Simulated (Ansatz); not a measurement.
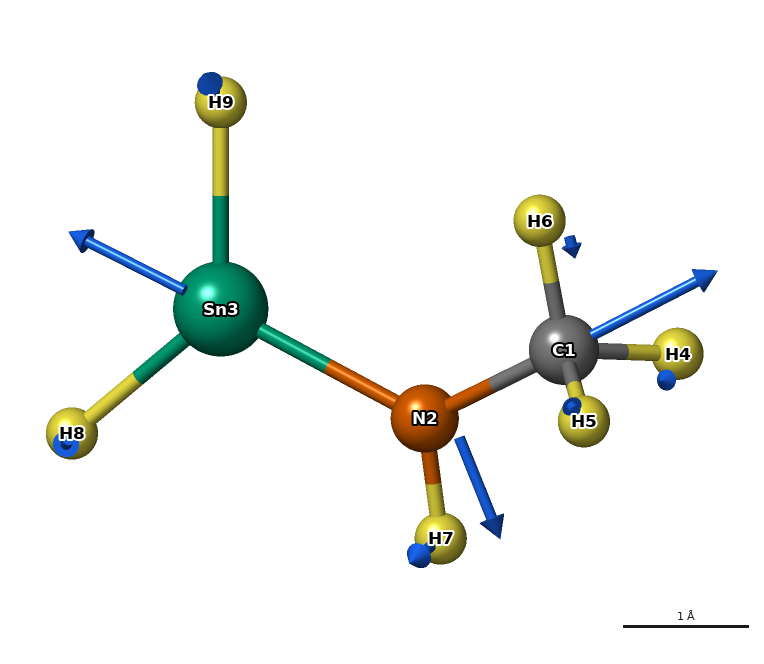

Arrows show the forces on the atoms, 3 Å of arrow for 1 eV/Å; forces under a tenth of the largest aren't drawn. State: charge +1, singlet. Level of theory: B3LYP-D4/def2-TZVPP (Ansatz 0.2.0).

**Which bond do the forces act along most?**

N2–Sn3, now 1.927 Å: the forces push its atoms apart, so a first step downhill lengthens it.

List the force components in the frame of the picture (x right, y up, z towards the viewer), in eV/Å.

| atom | Fx | Fy | Fz |
| --- | --- | --- | --- |
| C1 | 0.34 | 0.17 | 0.04 |
| N2 | 0.11 | −0.27 | −0.01 |
| Sn3 | −0.31 | 0.16 | −0.12 |
| H4 | −0.03 | 0.00 | 0.06 |
| H5 | −0.02 | 0.03 | −0.05 |
| H6 | 0.02 | −0.06 | −0.01 |
| H7 | −0.06 | −0.05 | 0.11 |
| H8 | −0.02 | −0.03 | −0.10 |
| H9 | −0.03 | 0.05 | 0.09 |
